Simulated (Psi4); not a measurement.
# MP3/def2-TZVPP run of NOF (nitrosyl fluoride)

What is the energy change on altering one bond length of NOF (nitrosyl fluoride) at MP3/def2-TZVPP? 

The calculation is run with Psi4 1.11.

1 further run of the same task is left out (it didn't finish).

### 1 The molecule

NOF: 3 atoms, total charge 0, spin state singlet. As SMILES, `O=NF`. Geometry: relaxed at PBE0-D4/def2-TZVP.

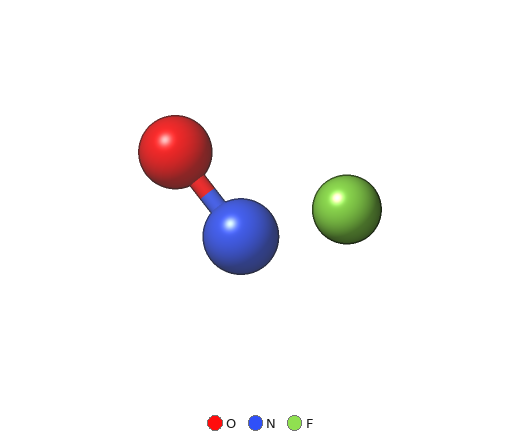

Viewed from a chosen angle; oxygen red, nitrogen blue, fluorine green.

### 2 A single-point energy at MP3/def2-TZVPP

Input file input.json:

```json
{
 "schema_name": "qcschema_input",
 "schema_version": 1,
 "molecule": {
  "schema_name": "qcschema_molecule",
  "schema_version": 2,
  "symbols": ["O", "N", "F"],
  "geometry": [1.64094368, 0.45914676, 0.95382036, 0.28143691, -0.91186844, 0.05652171, -1.92239949, 0.45274058, -1.01034207],
  "molecular_charge": 0,
  "molecular_multiplicity": 1,
  "fix_symmetry": "c1",
  "fix_com": true,
  "fix_orientation": true
 },
 "driver": "energy",
 "model": {
  "method": "mp3",
  "basis": "def2-TZVPP"
 },
 "keywords": {
  "reference": "rhf",
  "puream": true,
  "e_convergence": 1e-09,
  "d_convergence": 1e-08,
  "scf_type": "pk",
  "num_frozen_docc": 3,
  "mp_type": "conv"
 }
}
```

On the command line:

```sh
psi4 --qcschema input.json -n 1 --memory 2200MB
```

stdout, cut to the lines that bear on the results:

```text
[...]
  Running in c1 symmetry.
[...]
  Nuclear repulsion =   66.472921806039651
[...]
  Multiplicity = 1
[...]
  Nalpha       = 12
  Nbeta        = 12
[...]
    Number of basis functions: 93
[...]
   @RHF iter   1:  -228.63950510471278   -6.92897e-01   5.02652e-03 DIIS/ADIIS
[...]
   @RHF iter  13:  -228.72164648855622   -6.45173e-12   5.14705e-09 DIIS
[...]
    Orbital Energies [Eh]
    ---------------------
    Doubly Occupied:
       1A    -26.303486     2A    -20.735309     3A    -15.858793
       4A     -1.707795     5A     -1.561308     6A     -0.989567
       7A     -0.809529     8A     -0.786694     9A     -0.747707
      10A     -0.630779    11A     -0.622714    12A     -0.514545
[...]
  @RHF Final Energy:  -228.72164648855622
   => Energetics <=
    Nuclear Repulsion Energy =             66.4729218060396505
    One-Electron Energy =                -447.8526847262643855
    Two-Electron Energy =                 152.6581164316685033
    Total Energy =                       -228.7216464885562175
[...]
 Multipole Moments:
 ------------------------------------------------------------------------------------
     Multipole            Electronic (a.u.)      Nuclear  (a.u.)        Total (a.u.)
 ------------------------------------------------------------------------------------
 L = 1.  Multiply by 2.5417464519 to convert [e a0] to [Debye]
 Dipole X            :          2.7320133           -2.2039876            0.5280257
 Dipole Y            :         -1.6309904            1.3647602           -0.2662302
 Dipole Z            :          1.3290409           -1.0668638            0.2621771
 Magnitude           :                                                    0.6468590
[...]
	SCS-MP2 Total Energy (a.u.)        :  -229.39335867277137
	SOS-MP2 Total Energy (a.u.)        :  -229.38343891682771
[...]
	SOS-PI-MP2 Total Energy (a.u.)     :  -229.43434602669475
[...]
	MP2 Total Energy (a.u.)            :  -229.41319818465863
[...]
	SCS-MP3 Total Energy (a.u.)        :  -229.38892727609712
[...]
	MP3 Total Energy (a.u.)            :  -229.39547259796166
[...]
```

The result, in JSON:

```text
{
 "driver": "energy",
 "model": {
  "method": "mp3",
  "basis": "def2-TZVPP"
 },
 "success": true,
 "return_result": -229.39547259796166,
 "properties": {
  "calcinfo_nbasis": 93,
  "calcinfo_nmo": 93,
  "calcinfo_nalpha": 12,
  "calcinfo_nbeta": 12,
  "calcinfo_natom": 3,
  "nuclear_repulsion_energy": 66.47292180603965,
  "return_energy": -229.39547259796166,
  "scf_one_electron_energy": -447.8526847262644,
  "scf_two_electron_energy": 152.6581164316685,
  "scf_dipole_moment": [0.5280257488567668, -0.2662302154164915, 0.2621770881808554],
  "scf_total_energy": -228.72164648855622,
  "scf_iterations": 13,
  "mp2_same_spin_correlation_energy": -0.18248059743201883,
  "mp2_opposite_spin_correlation_energy": -0.5090710986703924,
  "mp2_singles_energy": 0.0,
  "mp2_doubles_energy": -0.6915516961024113,
  "mp2_correlation_energy": -0.6915516961024082,
  "mp2_total_energy": -229.41319818465863
 }
}
```

It took 20 s on 1 thread of Intel Xeon at 2.50GHz (Skylake/Cascade Lake), shared host; peak memory 0.84 GiB.

### 3 The distorted shape, same level

Input file run.py:

```python
import psi4

psi4.set_memory(2200000000)
psi4.set_num_threads(1)
psi4.core.set_output_file('fno.out', False)

m = psi4.geometry("""
0 1
O      3.40403359    -0.63255369     1.80732084
N      2.04452682    -2.00356890     0.91002218
F     -1.92239949     0.45274058    -1.01034207
units au
symmetry c1
no_reorient
no_com
""")

options = {'basis': 'def2-TZVPP', 'puream': True, 'e_convergence': 1e-09, 'd_convergence': 1e-08, 'scf_type': 'pk', 'num_frozen_docc': 3, 'mp_type': 'conv'}
psi4.set_options(options)

result = psi4.energy("mp3", molecule=m)
print(f'mp3 energy: {result:.10f} Eh')
```

On the command line:

```sh
python run.py
```

fno.out, cut to the lines that bear on the results:

```text
[...]
  Running in c1 symmetry.
[...]
  Nuclear repulsion =   50.547777982925652
[...]
  Multiplicity = 1
[...]
  Nalpha       = 12
  Nbeta        = 12
[...]
    Number of basis functions: 93
[...]
   @RHF iter   1:  -228.40807612554039   -9.71839e-01   7.10405e-03 ADIIS/DIIS
[...]
   @RHF iter  17:  -228.59550321958244   -2.52385e-11   7.63294e-09 DIIS
[...]
    Orbital Energies [Eh]
    ---------------------
    Doubly Occupied:
       1A    -26.065526     2A    -20.957599     3A    -16.026228
       4A     -1.851599     5A     -1.303548     6A     -1.129995
       7A     -0.902025     8A     -0.883668     9A     -0.880932
      10A     -0.416795    11A     -0.416240    12A     -0.378246
[...]
  @RHF Final Energy:  -228.59550321958244
   => Energetics <=
    Nuclear Repulsion Energy =             50.5477779829256519
    One-Electron Energy =                -415.8617607303711452
    Two-Electron Energy =                 136.7184795278630531
    Total Energy =                       -228.5955032195824401
[...]
 Multipole Moments:
 ------------------------------------------------------------------------------------
     Multipole            Electronic (a.u.)      Nuclear  (a.u.)        Total (a.u.)
 ------------------------------------------------------------------------------------
 L = 1.  Multiply by 2.5417464519 to convert [e a0] to [Debye]
 Dipole X            :        -20.8717057           24.2423611            3.3706554
 Dipole Y            :         13.5039261          -15.0107466           -1.5068205
 Dipole Z            :        -10.0412113           11.7356434            1.6944321
 Magnitude           :                                                    4.0623793
[...]
	SCS-MP2 Total Energy (a.u.)        :  -229.29786444225752
	SOS-MP2 Total Energy (a.u.)        :  -229.28814256281674
[...]
	SOS-PI-MP2 Total Energy (a.u.)     :  -229.34142251229630
[...]
	MP2 Total Energy (a.u.)            :  -229.31730820113899
[...]
	SCS-MP3 Total Energy (a.u.)        :  -229.28574753212163
[...]
	MP3 Total Energy (a.u.)            :  -229.26884056059541
[...]
```

On the terminal:

```text
mp3 energy: -229.2688405606 Eh
```

It took 19 s on 1 thread of Intel Xeon at 2.50GHz (Skylake/Cascade Lake), shared host; peak memory 0.84 GiB.

### 4 Outcome

At MP3/def2-TZVPP, 3 core orbitals frozen:

| quantity | value |
| --- | --- |
| first shape: total energy | -229.39547 Eh |
| first shape: HOMO energy (Hartree–Fock orbitals) | -14.00 eV |
| first shape: LUMO energy (Hartree–Fock orbitals) | 1.63 eV |
| first shape: HOMO–LUMO gap (Hartree–Fock orbitals) | 15.63 eV |
| first shape: correlation energy (3 core orbitals frozen) | -673.8 mEh |
| distorted shape: total energy | -229.26884 Eh |
| distorted shape: HOMO energy (Hartree–Fock orbitals) | -10.29 eV |
| distorted shape: LUMO energy (Hartree–Fock orbitals) | -2.45 eV |
| distorted shape: HOMO–LUMO gap (Hartree–Fock orbitals) | 7.84 eV |
| distorted shape: correlation energy (3 core orbitals frozen) | -673.3 mEh |
| energy change with the N2–F3 bond stretched from 1.483 to 2.670 Å | 3.446 eV |

What this shows: One bond (distorted shape) is far stretched, which a spin-restricted single reference describes badly; perturbation theory on it can break down and give far too much correlation. With the N2–F3 bond stretched from 1.483 to 2.670 Å the energy rises by 3.45 eV (332 kJ/mol). The first shape isn't relaxed at this level, so the change isn't measured from a minimum. A restricted reference can't describe the breaking bond well at this length.
